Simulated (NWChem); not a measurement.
# wB97X/6-311G(d) run of BHO2 (oxoborinic acid)

What is the vertical ionisation energy of BHO2 (oxoborinic acid) at wB97X/6-311G*? 

The calculation is run with NWChem 7.3.0.

1 further run of the same task is left out (set aside as unsound or not needed).

### Step 1. Starting point

The species is BHO2 (4 atoms), meant as a singlet with charge 0. As SMILES, `O=BO`. The shape is that of a PBE0-D4/def2-TZVP optimisation.

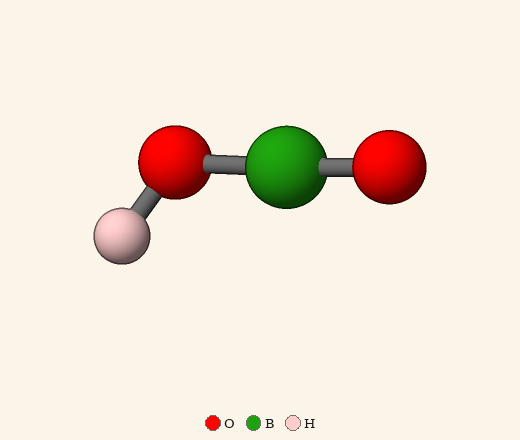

Viewed from a chosen angle; oxygen red, boron green, hydrogen pink.

### Step 2. Energy and gradient at wB97X/6-311G(d)

The input, mymol.nw:

```
start mymol
title "BHO2 gradient"
memory 2200 mb

geometry units angstroms noautosym nocenter noautoz
   O    -1.555100    0.523500    0.428500
   B    -0.423900    0.132000    0.248600
   O     0.816700   -0.302000    0.108600
   H     1.162300   -0.353500   -0.785700
end

basis spherical bse
   O library 6-311G*
   B library 6-311G*
   H library 6-311G*
end

dft
   xc wb97x
   mult 1
   grid fine
   direct
   print low
end

task dft gradient
```

The run is started by

```sh
nwchem mymol.nw > mymol.out
```

The log of the run:

```text
[...]
 d= 0,ls=0.0,diis     1   -175.8519004090 -2.30D+02  1.40D-02  1.13D+00     1.2
[...]
 d= 0,ls=0.0,diis     8   -175.9784016475 -1.09D-07  3.99D-06  1.73D-07     8.4
         Total DFT energy =     -175.978401647450
      One electron energy =     -347.907120021570
           Coulomb energy =      139.572833910371
    Exchange-Corr. energy =      -21.649696023401
 Nuclear repulsion energy =       54.005580487150
[...]
                         DFT ENERGY GRADIENTS
    atom               coordinates                        gradient
                 x          y          z           x          y          z
   1 O      -2.938713   0.989272   0.809748   -0.002847   0.000942   0.000992
   2 B      -0.801055   0.249444   0.469786    0.005168  -0.001686  -0.002093
   3 O       1.543339  -0.570697   0.205224   -0.002773   0.000714   0.003476
   4 H       2.196429  -0.668018  -1.484758    0.000453   0.000030  -0.002375
 Task  times  cpu:       12.2s     wall:       12.2s
 Total times  cpu:       12.2s     wall:       12.2s
```

Run time: 13 s. Hardware: 1 thread of AMD EPYC 7B13 (Zen 3), shared host; peak memory 0.11 GiB.

### Step 3. The doublet cation

The input, bho2.xyz:

```xyz
4

O     -1.555100     0.523500     0.428500
B     -0.423900     0.132000     0.248600
O      0.816700    -0.302000     0.108600
H      1.162300    -0.353500    -0.785700
```

The input, run.py:

```python
from ase.io import read
from ase.calculators.nwchem import NWChem

molecule = read('bho2.xyz')

calc = NWChem(
    label='bho2',
    theory='dft',
    memory='2200 mb',
    basis='6-311G*',
    basispar='spherical bse',
    charge=1,
    dft={'xc': 'wb97x', 'mult': '2', 'grid': 'fine', 'direct': None, 'iterations': '150'},
)
molecule.calc = calc

forces = molecule.get_forces()
print(f"energy = {molecule.get_potential_energy():.6f} eV")
print("forces (eV/A):")
for s, f in zip(molecule.symbols, forces):
    print(f"{s:2s} {f[0]:10.5f} {f[1]:10.5f} {f[2]:10.5f}")
```

The run is started by

```sh
export ASE_NWCHEM_COMMAND="nwchem PREFIX.nwi > PREFIX.nwo"
python run.py
```

The log of the run:

```text
energy = -4776.376489 eV
forces (eV/A):
O    -5.32640    1.83906    0.90086
B     7.86459   -2.74630   -0.94920
O    -3.18303    1.08670    0.68962
H     0.64483   -0.17946   -0.64128
```

The calculator wrote bho2.nwi:

```
title "bho2"

permanent_dir bho2

scratch_dir bho2

start bho2

geometry units angstrom nocenter noautosym noautoz
  O  -1.5550999999999999e+00 5.2349999999999997e-01 4.2849999999999999e-01
  B  -4.2390000000000000e-01 1.3200000000000001e-01 2.4859999999999999e-01
  O  8.1669999999999998e-01 -3.0199999999999999e-01 1.0860000000000000e-01
  H  1.1623000000000001e+00 -3.5349999999999998e-01 -7.8569999999999995e-01
end

charge 1

memory 2200 mb

basis spherical bse noprint
   * library 6-311G*
end

dft
  xc wb97x
  mult 2
  grid fine
  direct
  iterations 150
end

task dft gradient
```

bho2.nwo, cut to the lines that bear on the results:

```text
[...]
      One electron energy =     -340.109310710508
[... 1 line left out ...]
    Exchange-Corr. energy =      -21.281962110439
[... 6 lines left out ...]
                    DFT Final Alpha Molecular Orbital Analysis
[... 876 lines left out ...]
          Convergence on energy requested:  1.00D-06
[...]
  wavefunction    = open shell
[...]
                         DFT ENERGY GRADIENTS
    atom               coordinates                        gradient
                 x          y          z           x          y          z
   1 O      -2.938713   0.989272   0.809748    0.103582  -0.035764  -0.017519
   2 B      -0.801055   0.249444   0.469786   -0.152942   0.053407   0.018459
   3 O       1.543339  -0.570697   0.205224    0.061900  -0.021133  -0.013411
   4 H       2.196429  -0.668018  -1.484758   -0.012540   0.003490   0.012471
[...]
```

It took 20 s on 1 thread of AMD EPYC 7B13 (Zen 3), shared host; peak memory 0.11 GiB.

### Step 4. Outcome

At wB97X/6-311G*:

```
                                          quantity          value
                        singlet BHO2: total energy  -175.97840 Eh
            singlet BHO2: largest force on an atom     0.300 eV/Å
                      doublet cation: total energy  -175.52860 Eh
doublet cation: HOMO energy (highest over α and β)      -21.86 eV
 doublet cation: LUMO energy (lowest over α and β)      -12.76 eV
                              doublet cation: ⟨S²⟩          0.762
          doublet cation: largest force on an atom     8.384 eV/Å
vertical ionisation energy (to the doublet cation)      12.240 eV
```

What this shows: The vertical ionisation energy comes to 12.24 eV (1181 kJ/mol). The largest force (singlet BHO2) is 0.30 eV/Å: the shape isn't a stationary point for this species at this level.
